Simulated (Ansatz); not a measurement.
AlSiH$_{5}$OClF: several calculations on one system

### Relaxation

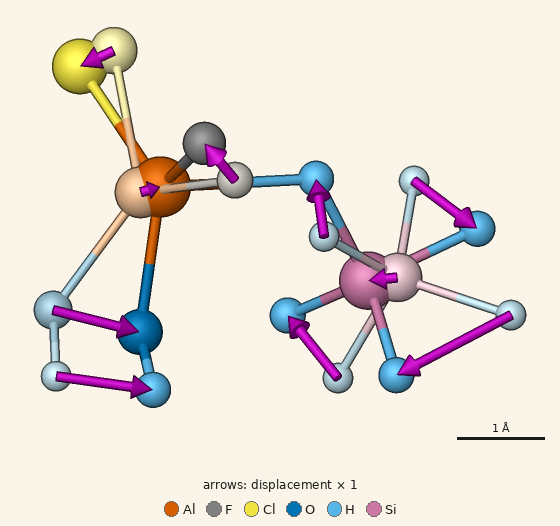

This is a relaxation of AlSiH$_{5}$OClF. The starting structure is drawn faded, the final one solid; purple arrows show the displacements, at their true length. The two geometries are superimposed by the best rigid fit.

The picture is a ball-and-stick view, seen at a tilt.

The run prepares an end point of a later path (reaction) calculation, from a guessed geometry.

Theory: Ansatz, RKS PBE/def2-SVP.

Input
```yaml
crystal:
  periodic: [false, false, false]
  atoms:
    - { symbol: Al, position_ang: [-0.095963, 0.270111, -0.090195] }
    - { symbol: F, position_ang: [-0.154777, 0.628356, 1.55418] }
    - { symbol: Cl, position_ang: [1.721674, 0.453965, -1.116242] }
    - { symbol: O, position_ang: [-1.498148, -0.055965, -1.004184] }
    - { symbol: H, position_ang: [-2.385938, -0.07917, -0.60647] }
    - { symbol: Si, position_ang: [0.715934, -2.868541, 1.264124] }
    - { symbol: H, position_ang: [-0.218419, -3.566513, 0.317726] }
    - { symbol: H, position_ang: [2.134988, -3.033746, 0.807585] }
    - { symbol: H, position_ang: [0.528821, -3.387968, 2.660157] }
    - { symbol: H, position_ang: [0.367228, -1.42453, 1.286921] }
basis:
  gaussian: { orbitals: def2-SVP }
hamiltonian:
  xc: pbe
relax:
  f_tol: 0.03
  max_steps: 50
```

Command:
```bash
ansatz run input.yaml --threads 2 --pin off --max-ram 3072MiB --backend cpu --events-out ev --progress --plain --runs-dir out
```

### Which element moves most?

Hydrogen: up to 1.54 Å, against 1.04 Å for oxygen.

### Describe the change and its energy.

The energy falls by 20.8 kJ/mol in 33 accepted moves (34 points after the start). Largest force component: 0.57 eV/Å at the start, 0.027 eV/Å at the end. The line search rejected the trial step at point 12 of the run. The forces were under the threshold at step 15, but the run went on from there. H9 moves most after the best rigid fit: 1.54 Å. By element the largest moves are H 1.54 Å, O 1.04 Å, F 0.60 Å, Cl 0.43 Å, Si 0.34 Å, Al 0.24 Å. Near-neighbour distances that change, for instance: Al1–Si6 3.513 → 3.078 Å, Al1–H10 2.232 → 1.974 Å, Si6–H10 1.486 → 1.537 Å, Al1–O4 1.705 → 1.724 Å. Among the angles between lasting bonds that change: H8–Si6–H10 109.5° → 102.3°, H7–Si6–H9 110.3° → 114.5°, F2–Al1–O4 122.4° → 120.3°. The run took 64 s on 2 threads of AMD EPYC 7B13 (Zen 3), with other jobs on the host, peak memory 0.2 GiB.

### Relaxation

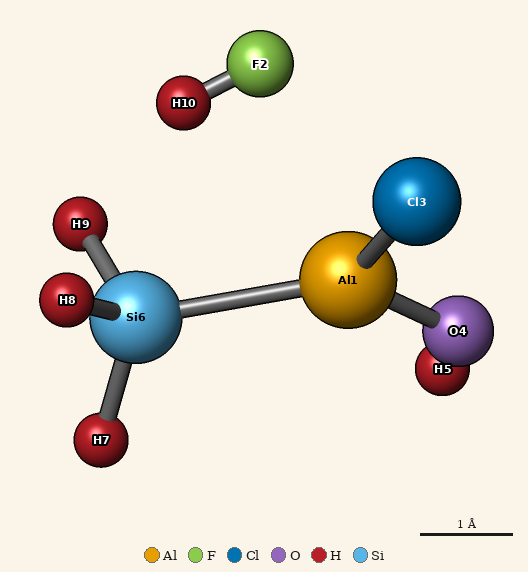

AlSiH$_{5}$OClF, before the relaxation. Style: ball-and-stick. Shown at a tilt.

The run prepares an end point of a later path (reaction) calculation, from a guessed geometry.

These are results of RKS PBE/def2-SVP (Ansatz), not measurements.

Input file:
```yaml
crystal:
  periodic: [false, false, false]
  atoms:
    - { symbol: Al, position_ang: [0.131816, -0.583812, -0.449503] }
    - { symbol: F, position_ang: [0.106706, 0.146169, 2.334914] }
    - { symbol: Cl, position_ang: [1.75751, 0.574627, -1.143991] }
    - { symbol: O, position_ang: [-1.409614, -0.041329, -0.960053] }
    - { symbol: H, position_ang: [-2.255939, -0.451652, -0.724957] }
    - { symbol: Si, position_ang: [0.569767, -2.628034, 0.630838] }
    - { symbol: H, position_ang: [-0.304902, -3.784227, 0.214395] }
    - { symbol: H, position_ang: [2.009922, -3.059472, 0.547639] }
    - { symbol: H, position_ang: [0.28775, -2.46844, 2.122863] }
    - { symbol: H, position_ang: [0.222386, -0.767832, 2.501455] }
basis:
  gaussian: { orbitals: def2-SVP }
hamiltonian:
  xc: pbe
relax:
  f_tol: 0.03
  max_steps: 50
```

Launched with:
```bash
ansatz run input.yaml --threads 2 --pin off --max-ram 3072MiB --backend cpu --events-out ev --progress --plain --runs-dir out
```

What does the optimiser find from here?

F2 moves most after the best rigid fit: 0.56 Å. Largest moves by element: F 0.56 Å, H 0.42 Å, Cl 0.42 Å, Al 0.32 Å, O 0.16 Å, Si 0.06 Å. Among the contacts that change: Al1–F2 2.879 → 2.040 Å, Al1–H10 2.958 → 2.351 Å, Al1–Si6 2.353 → 2.470 Å, F2–H10 0.936 → 0.988 Å. New bonds form, among them: Al1–F2 (2.88 → 2.04 Å). Among the angles between lasting bonds that change: Al1–Si6–H9 108.9° → 98.8°, Al1–Si6–H8 113.7° → 120.1°, Al1–Si6–H7 115.5° → 120.2°. The energy falls by 34.9 kJ/mol in 12 accepted moves (14 points after the start). The largest force component goes from 0.91 to 0.024 eV/Å. The line search rejected the trial steps at points 4, 7 of the run. The run took 29 s on 2 threads of AMD EPYC 7B13 (Zen 3) (shared host), peak memory 0.2 GiB.

Final geometry:

```xyz
10

Al    0.0826   -0.4118   -0.1878
F    -0.0251    0.0009    1.8067
Cl    1.7506    0.7644   -0.7731
O    -1.4328    0.0648   -0.8406
H    -2.2131   -0.5046   -0.9044
Si    0.5911   -2.6769    0.6572
H    -0.4565   -3.7578    0.6062
H     1.9463   -3.2827    0.4191
H     0.6367   -2.3565    2.1839
H     0.2356   -0.9037    2.1064
```

The end point in the same view:

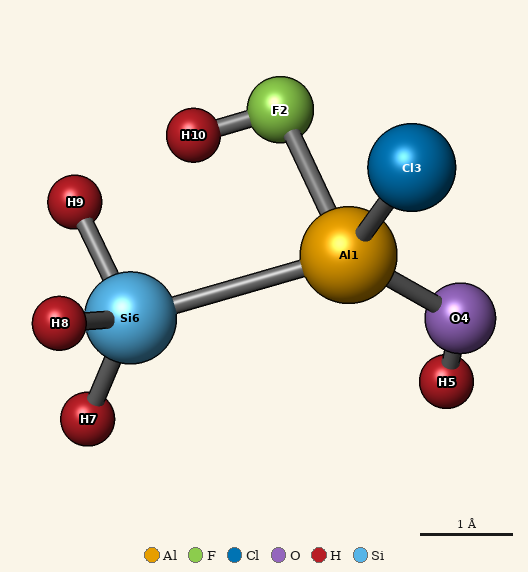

### Path

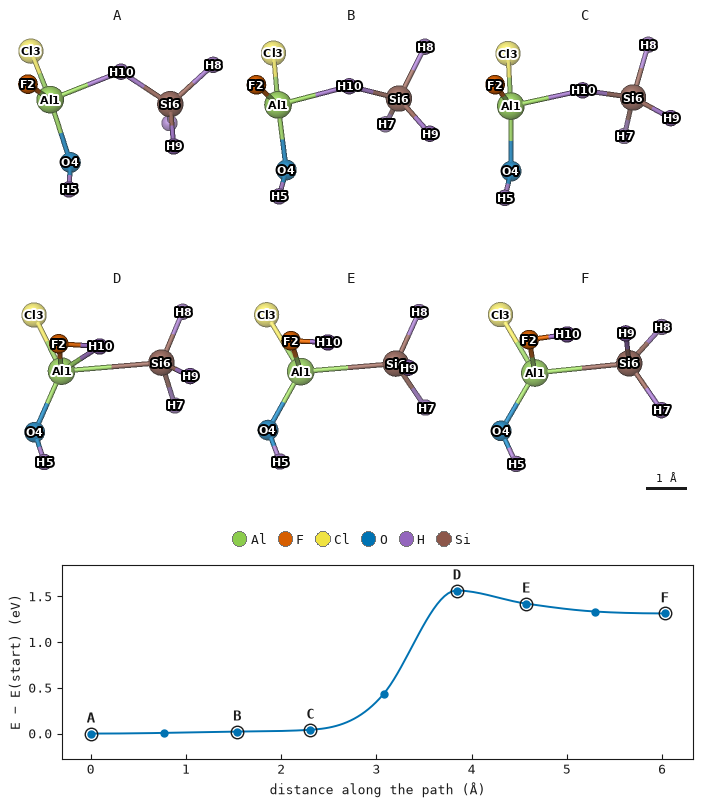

A nudged-elastic-band calculation for AlSiH$_{5}$OClF. Images are numbered from 0 (start) to 8 (end). Frames A to F are images 0, 2, 3, 5, 6, 8. The picture is a ball-and-stick view, seen at a tilt.

Method: RKS PBE/def2-SVP (Ansatz). Settings: 7 movable images; climbing image; force threshold 0.05 eV/Å; iteration limit 60; starting path through a guess of the saddle point.

Read off the barrier and say what moves.

The energy climbs by 1.57 eV to image 5 and then falls by 0.25 eV, so the end point sits at +1.31 eV. Breaking: Si6–H10 (1.54 → 2.05 at the top → 2.32 Å). Forming: Al1–Si6 (3.08 → 2.58 at the top → 2.47 Å), F2–H10 (2.69 → 1.09 at the top → 0.99 Å). The band converged in 15 iterations. The largest component of the band force went from 5.7 to 0.028 eV/Å. The climbing image converged on the top of the path. Its vibrational analysis gives 2 imaginary modes over 30i cm⁻¹, so it isn't confirmed as a transition state.

Cost: 2.8 min on 2 threads of AMD EPYC 7B13 (Zen 3) (shared host), peak memory 0.17 GiB.
